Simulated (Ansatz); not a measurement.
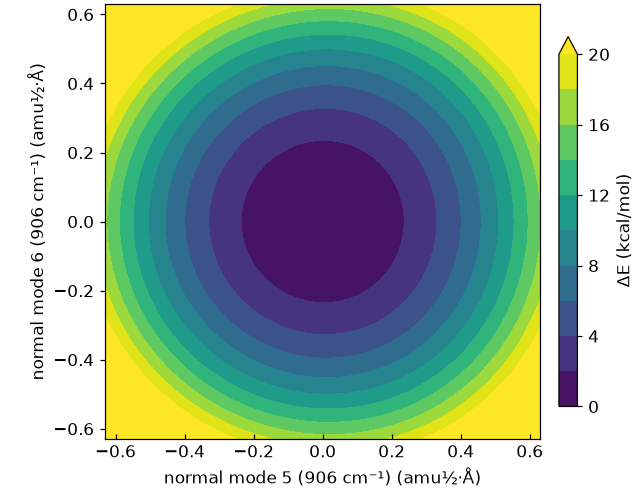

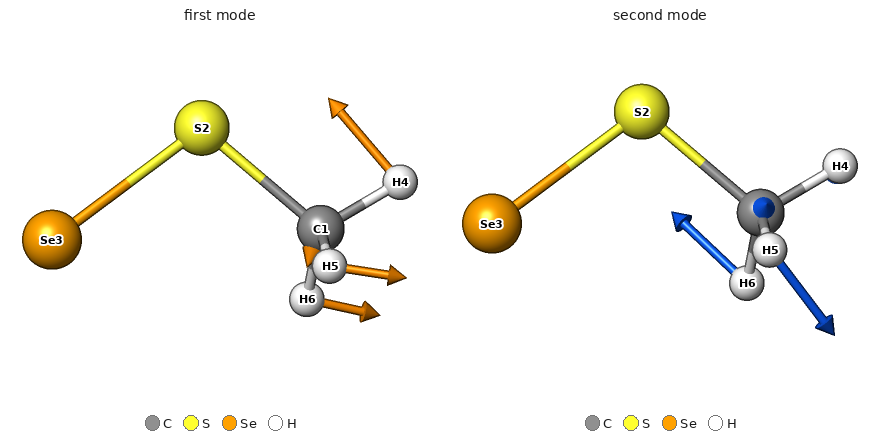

Energy landscape of CH₃SSe, SMILES CS[Se-], charge −1. First axis: normal mode 5 (906 cm⁻¹). Second axis: normal mode 6 (906 cm⁻¹). Nothing is relaxed (straight displacements along the two mass-weighted modes). The grid has 15 × 15 points. Points are written as (first, second). Energies are in kcal/mol, from the lowest grid point. The calculation used RKS PBE-D4/def2-SVPD (Ansatz).

The picture shows filled contours, one colour for all values above the top of the scale. Between grid points the surface is interpolated. The second picture is the structure at the lowest point

Q: Describe this landscape.

A: The lowest grid point is at (0.00 amu½·Å, 0.00 amu½·Å). It is the only kind of minimum in the scanned range. The highest grid point, (−0.63 amu½·Å, −0.63 amu½·Å), lies 36.7 kcal/mol above the lowest.

Grid values (kcal/mol):

```csv
"normal mode 6 (906 cm⁻¹) ↓, normal mode 5 (906 cm⁻¹) →",−0.63,−0.54,−0.45,−0.36,−0.27,−0.18,−0.09,0.00,0.09,0.18,0.27,0.36,0.45,0.54,0.63
0.63,36.7,31.4,26.9,23.3,20.5,18.5,17.3,16.8,17.0,17.9,19.6,22.1,25.4,29.4,34.4
0.54,31.2,25.9,21.6,18.1,15.4,13.5,12.3,11.9,12.1,13.0,14.7,17.1,20.3,24.4,29.2
0.45,26.5,21.4,17.2,13.8,11.3,9.5,8.4,7.9,8.2,9.1,10.7,13.1,16.2,20.2,25.0
0.36,22.8,17.8,13.7,10.4,8.0,6.3,5.3,4.9,5.2,6.1,7.6,9.9,13.0,16.9,21.6
0.27,19.9,15.0,11.0,7.9,5.6,4.0,3.0,2.7,2.9,3.8,5.4,7.6,10.6,14.4,19.1
0.18,17.9,13.1,9.2,6.2,3.9,2.4,1.5,1.2,1.4,2.3,3.8,6.0,9.0,12.7,17.3
0.09,16.7,12.0,8.1,5.2,3.0,1.5,0.6,0.3,0.6,1.4,2.9,5.1,8.0,11.7,16.2
0.00,16.3,11.6,7.8,4.8,2.6,1.2,0.3,0.0,0.3,1.1,2.6,4.8,7.7,11.4,15.9
−0.09,16.7,12.0,8.1,5.2,3.0,1.5,0.6,0.3,0.6,1.4,2.9,5.1,8.0,11.7,16.2
−0.18,17.9,13.1,9.2,6.2,3.9,2.4,1.5,1.2,1.4,2.3,3.8,6.0,9.0,12.7,17.3
−0.27,19.9,15.0,11.0,7.9,5.6,4.0,3.0,2.7,2.9,3.8,5.4,7.6,10.6,14.4,19.1
−0.36,22.8,17.8,13.7,10.4,8.0,6.3,5.3,4.9,5.2,6.1,7.6,9.9,13.0,16.9,21.6
−0.45,26.5,21.4,17.2,13.8,11.3,9.5,8.4,7.9,8.2,9.1,10.7,13.1,16.2,20.2,25.0
−0.54,31.2,25.9,21.6,18.1,15.4,13.5,12.3,11.9,12.1,13.0,14.7,17.1,20.3,24.3,29.2
−0.63,36.7,31.4,26.9,23.3,20.6,18.6,17.3,16.8,17.0,17.9,19.6,22.1,25.3,29.4,34.4
```

The whole map (225 points run) took 13 min on 1 thread of Arm Neoverse V2, with other jobs on the host.
